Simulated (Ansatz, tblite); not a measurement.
**Al(H2O)Cl3 (AlCl3H2O): rung by rung**

Aim: run the singlet of Al(H2O)Cl3 (AlCl3H2O) at one geometry on many levels, and compare frontier levels, spin and run time.

Computed with Ansatz 0.2.0, Gaussian basis. Level: as each input shows.

Levels to be run: GFN1-xTB, GFN2-xTB, PBE-D4/def2-TZVP, r2SCAN-D4/def2-TZVP, LC-ωPBE/def2-TZVP, revPBE-D4/def2-TZVP, LDA/def2-TZVP, B97M-V/def2-TZVP, BLYP-D4/def2-TZVP, B3LYP-D4/def2-TZVP, r2SCANh-D4/def2-TZVP, PBE-D4/def2-SVP, PBE0-D4/def2-SVP, HF/STO-3G, HF/6-31G, B3LYP-D4/6-31G, PBE0-D4/def2-TZVPD, PBE-D4/def2-TZVPD, r2SCAN-D4/def2-TZVPD, CCSD(T)/def2-TZVPP, MP2/def2-TZVP, RPA/def2-TZVP.

**1. The structure**

The geometry is that of the singlet, from an earlier relaxation (PBE-D4/def2-SVP).

7 atoms, charge 0, spin multiplicity 1.

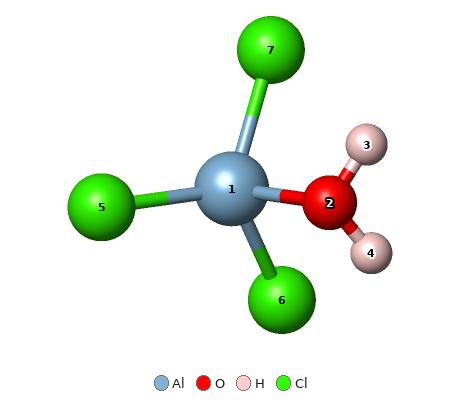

The geometry (aluminium light blue, oxygen red, hydrogen pink, chlorine green); atoms are numbered from 1 in the order of the file.

As a file:

```
Al    0.1701   -0.0523   -0.7846
O     0.1778    0.0394    1.1948
H    -0.4109   -0.6839    1.5069
H    -0.2603    0.8854    1.4384
Cl    2.1775   -0.2661   -1.3969
Cl   -0.7611    1.8488   -1.0660
Cl   -1.0932   -1.7713   -0.8927
```

PBE0-D4/def2-TZVP was run before; its log isn't repeated, and its numbers join the tables.

**2. GFN1-xTB**

Tight binding, by tblite at 300 K electronic temperature and without a spin-polarisation term:

```python
tblite.interface.Calculator('GFN1-xTB', numbers, positions, charge=0, uhf=0).singlepoint()
```

Energy -546.4579 eV, HOMO -12.71 eV, LUMO -7.27 eV; 0.006 s.

**3. GFN2-xTB**

Tight binding, by tblite at 300 K electronic temperature and without a spin-polarisation term:

```python
tblite.interface.Calculator('GFN2-xTB', numbers, positions, charge=0, uhf=0).singlepoint()
```

Energy -544.7856 eV, HOMO -11.42 eV, LUMO -5.03 eV; 0.005 s.

**4. PBE-D4/def2-TZVP**

start.molden holds the orbitals of an earlier run on this state, given as this run's starting guess.

Contents of in.yaml:

```yaml
crystal:
  periodic: [false, false, false]
  atoms:
    - {symbol: Al, position_ang: [0.170056, -0.052307, -0.784588]}
    - {symbol: O, position_ang: [0.177842, 0.039425, 1.194850]}
    - {symbol: H, position_ang: [-0.410898, -0.683909, 1.506901]}
    - {symbol: H, position_ang: [-0.260322, 0.885439, 1.438401]}
    - {symbol: Cl, position_ang: [2.177536, -0.266150, -1.396892]}
    - {symbol: Cl, position_ang: [-0.761052, 1.848785, -1.065992]}
    - {symbol: Cl, position_ang: [-1.093152, -1.771284, -0.892690]}
basis:
  gaussian: {orbitals: def2-TZVP, initial_orbitals: start.molden}
hamiltonian: {xc: pbe, dispersion: d4}
scf: {omitted_lower_state_checks: [starts]}
output: {orbitals: {seedname: orbitals}}
```

Launch:

```
ansatz run in.yaml --threads 4 --pin off --events-out ev --progress --plain --max-ram 3916MiB
```

Further steps of the session: r2SCAN-D4/def2-TZVP; LC-ωPBE/def2-TZVP; revPBE-D4/def2-TZVP; LDA/def2-TZVP; B97M-V/def2-TZVP; BLYP-D4/def2-TZVP; B3LYP-D4/def2-TZVP; r2SCANh-D4/def2-TZVP; PBE-D4/def2-SVP; PBE0-D4/def2-SVP; HF/STO-3G; HF/6-31G; B3LYP-D4/6-31G; PBE0-D4/def2-TZVPD; PBE-D4/def2-TZVPD; r2SCAN-D4/def2-TZVPD; CCSD(T)/def2-TZVPP; MP2/def2-TZVP; RPA/def2-TZVP.

**Question.** What will the summary of the whole plan be? Wanted: gap in def2-TZVP, named functionals, smallest and largest; correlation energy, CCSD(T)/def2-TZVPP; correlation energy, MP2/def2-TZVP; binding an atom, CCSD(T)/def2-TZVPP; PBE0 total energy, smallest basis above largest.

**Answer**, as computed:

| quantity | value |
| --- | --- |
| gap in def2-TZVP, named functionals, smallest and largest | 5.43 eV (BLYP-D4), 12.99 eV (LC-ωPBE) |
| correlation energy, CCSD(T)/def2-TZVPP | -26.79 eV |
| correlation energy, MP2/def2-TZVP | -23.89 eV |
| binding an atom, CCSD(T)/def2-TZVPP | 3.426 eV |
| PBE0 total energy, smallest basis above largest | 17.78 eV (def2-SVP, def2-TZVPD) |

Orbital gaps of the named functionals in def2-TZVP span 5.43 eV (BLYP-D4) to 12.99 eV (LC-ωPBE); exact exchange widens it. A small miss in a minimal or small basis is a cancelling of errors, not accuracy. The functionals in def2-TZVP miss CCSD(T)/def2-TZVPP by -0.002 (BLYP-D4) to +0.544 eV (LDA) an atom. The reference is CCSD(T) in one finite basis, so it carries an error of its own, often a tenth of an eV or more, and near misses can't be ranked.
